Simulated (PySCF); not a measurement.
# Run report: C₅H₁₁NOSi₂, NMR shielding calculation

- system: C₅H₁₁NOSi₂
- method: GIAO PBE0/pcSseg-1 NMR shielding, non-relativistic, gas phase (PySCF 2.14.0)

The geometry comes from this level: GFN2-xTB. It belongs to a series of runs on one base structure; here: H on N replaced by COCH3. Figures and captions count atoms from 1; the log counts them from 0 in places.

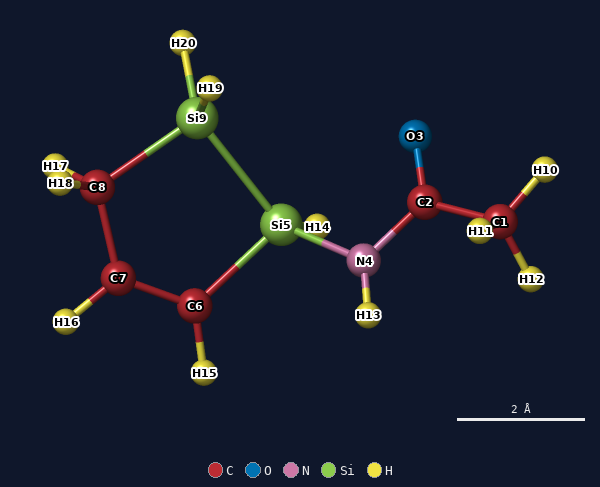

*The input geometry (ball-and-stick view, seen at a tilt; atoms are numbered from 1 in the order of the input).*

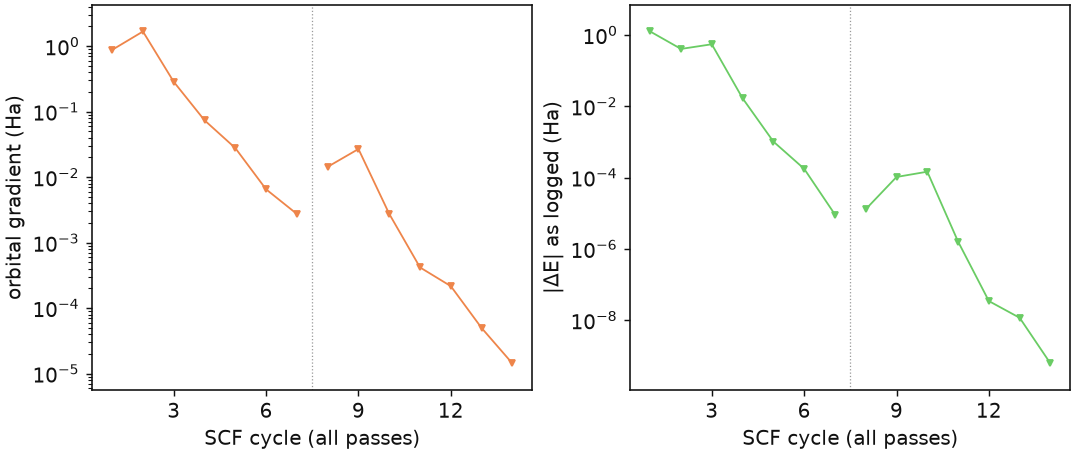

*Convergence of the self-consistent field: orbital gradient and size of the energy change against the SCF cycle. The dotted line marks the change from a coarse to the final integration grid.*

The first 7 cycles use a coarse grid, the final grid takes over at cycle 8, and the field converges after 14 cycles in all.

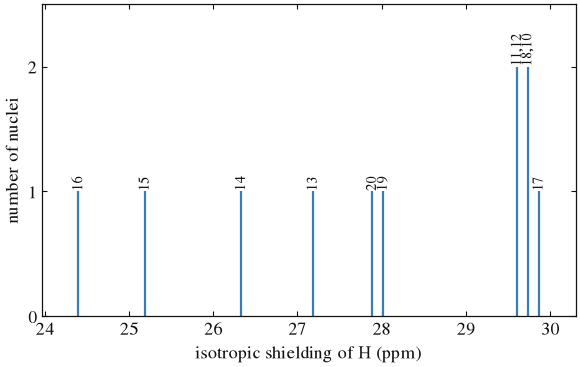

*Isotropic shieldings of the hydrogen nuclei in this fixed geometry, labelled by atom number; shielding grows to the right, so chemical shift grows to the left.*

The least shielded is H16 (24.4 ppm), the most shielded H17 (29.9 ppm).

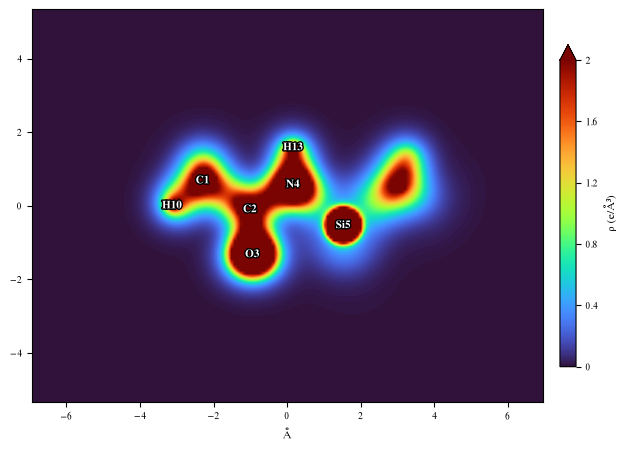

*Total electron density on the plane of atoms O3, C2 and N4.*

Si–N (1.77 Å): ρ is about 0.99 e/Å³ halfway. N–H (1.01 Å): ρ is about 2.9 e/Å³ halfway, with its minimum of 2.3 e/Å³ about 0.8 Å from N.

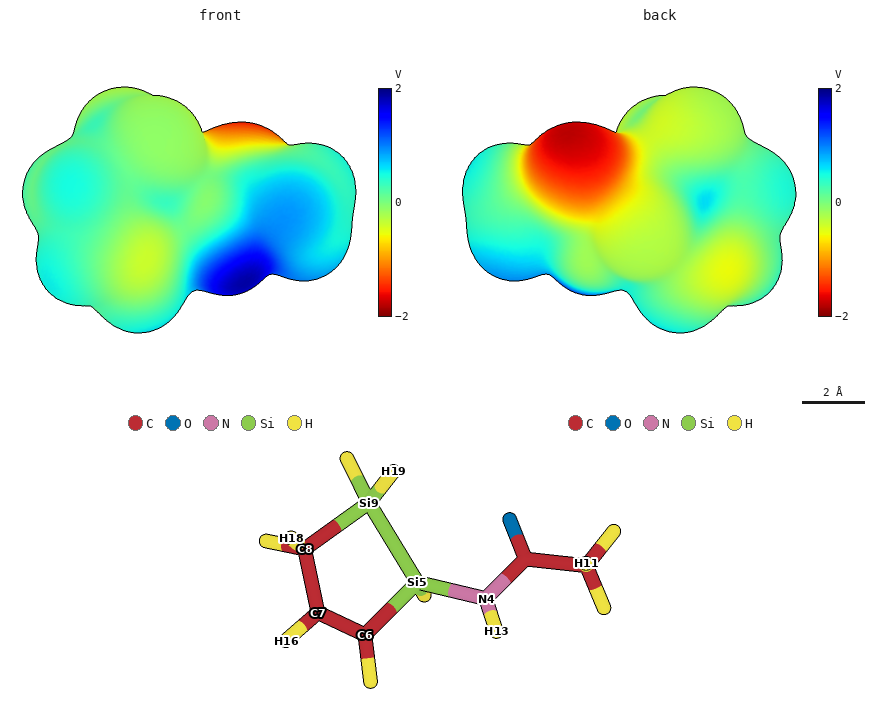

*The electrostatic potential painted on the density surface at 0.001 e/bohr³, seen at a tilt and from behind; red is negative and blue positive. The bare structure is drawn below in the same view.*

The input that produced these results follows, with the program's output.

Input file
```
{"job": {"kind": "nmr", "xc": "PBE0", "basis": "pcSseg-1"}, "charge": 0, "multiplicity": 1}
C      3.520629     0.715169     0.624718
C      2.194351     0.703414    -0.089373
O      1.757006     1.642042    -0.736518
N      1.440904    -0.400225    -0.004611
Si    -0.070024    -0.196560    -0.903879
C     -1.106530    -1.713976    -0.469401
C     -2.332202    -1.505602    -0.001694
C     -2.930048    -0.147893     0.209514
Si    -1.622386     1.247254    -0.012751
H      4.026168     1.659649     0.445903
H      3.361125     0.587492     1.694109
H      4.142673    -0.103128     0.266864
H      1.750702    -1.192950     0.532433
H      0.326688    -0.219435    -2.315058
H     -0.765273    -2.730094    -0.611995
H     -2.983264    -2.338589     0.248770
H     -3.743029    -0.024287    -0.510603
H     -3.410721    -0.122775     1.189454
H     -1.366704     1.854564     1.303307
H     -2.195213     2.296609    -0.862226
```

The first line tells a small driver script what to run in PySCF; the rest is the geometry in Å.

Run as:
```bash
OMP_NUM_THREADS=1 python <driver script> task.json out
```

Log
```
coarse grid: 17648 points
cycle   1  E = -905.2438975203  dE =  1.256e+00  |g| = 8.791e-01  |ddm| = 4.109e+00
cycle   2  E = -904.8365559153  dE =  4.073e-01  |g| = 1.678e+00  |ddm| = 2.276e+00
cycle   3  E = -905.3871801581  dE = -5.506e-01  |g| = 2.863e-01  |ddm| = 1.762e+00
cycle   4  E = -905.4039891922  dE = -1.681e-02  |g| = 7.400e-02  |ddm| = 2.776e-01
cycle   5  E = -905.4050162658  dE = -1.027e-03  |g| = 2.785e-02  |ddm| = 7.627e-02
cycle   6  E = -905.4051929694  dE = -1.767e-04  |g| = 6.532e-03  |ddm| = 2.734e-02
cycle   7  E = -905.4052021933  dE = -9.224e-06  |g| = 2.746e-03  |ddm| = 7.812e-03
final grid: 161184 points
cycle   8  E = -905.4651051438  dE = -1.295e-05  |g| = 1.440e-02  |ddm| = 2.859e-02
cycle   9  E = -905.4650009672  dE =  1.042e-04  |g| = 2.694e-02  |ddm| = 3.082e-02
cycle  10  E = -905.4651474349  dE = -1.465e-04  |g| = 2.751e-03  |ddm| = 2.140e-02
cycle  11  E = -905.4651490354  dE = -1.601e-06  |g| = 4.192e-04  |ddm| = 2.491e-03
cycle  12  E = -905.4651490698  dE = -3.443e-08  |g| = 2.170e-04  |ddm| = 5.569e-04
cycle  13  E = -905.4651490815  dE = -1.167e-08  |g| = 4.983e-05  |ddm| = 2.299e-04
cycle  14  E = -905.4651490821  dE = -6.123e-10  |g| = 1.433e-05  |ddm| = 6.623e-05
converged SCF energy = -905.4651490821

GIAO shielding tensors (ppm)
atom      isotropic    diamagn.    paramagn.     s11        s22        s33       span
  0 C      163.457     248.902     -85.445    140.737    154.493    195.140     54.403
  1 C        7.251     249.835    -242.584    -68.407    -11.168    101.328    169.735
  2 O     -110.739     406.061    -516.801   -392.311   -200.380    260.472    652.783
  3 N      139.066     332.428    -193.362     36.936    142.702    237.560    200.624
  4 Si     382.515     881.499    -498.984    342.999    392.553    411.992     68.993
  5 C       49.661     264.371    -214.710    -60.812     46.628    163.167    223.980
  6 C       24.012     254.412    -230.400    -98.150     21.352    148.835    246.985
  7 C      167.460     254.802     -87.342    152.761    158.017    191.602     38.841
  8 Si     428.532     881.755    -453.223    399.496    416.053    470.047     70.551
  9 H       29.750      26.260       3.490     25.651     28.108     35.491      9.839
 10 H       29.611      28.875       0.736     26.002     28.828     34.002      8.000
 11 H       29.615      27.082       2.533     25.796     28.737     34.311      8.515
 12 H       27.189      36.829      -9.641     21.763     28.526     31.277      9.514
 13 H       26.336      30.136      -3.800     22.576     24.713     31.720      9.144
 14 H       25.194      32.418      -7.225     23.677     24.753     27.151      3.474
 15 H       24.401      30.163      -5.762     21.940     24.429     26.836      4.896
 16 H       29.870      29.240       0.631     24.963     27.724     36.924     11.961
 17 H       29.723      30.518      -0.795     24.849     27.878     36.441     11.592
 18 H       28.020      30.960      -2.940     24.408     26.250     33.401      8.993
 19 H       27.891      30.077      -2.186     24.063     25.873     33.738      9.675
```

Key numbers

| quantity | value |
| --- | --- |
| outcome | converged |
| total energy | −905.465149 hartree |
| HOMO | −7.24 eV |
| LUMO | −0.34 eV |
| dipole moment | 3.47 D |
| isotropic shielding, C | 7.3 to 167.5 ppm |
| isotropic shielding, O | −110.7 ppm |
| isotropic shielding, N | 139.1 ppm |
| isotropic shielding, Si | 382.5 to 428.5 ppm |
| isotropic shielding, H | 24.4 to 29.9 ppm |
| hardware | 1 CPU thread, shared host |
| wall time | 56 s |
| peak memory | 1.1 GiB |
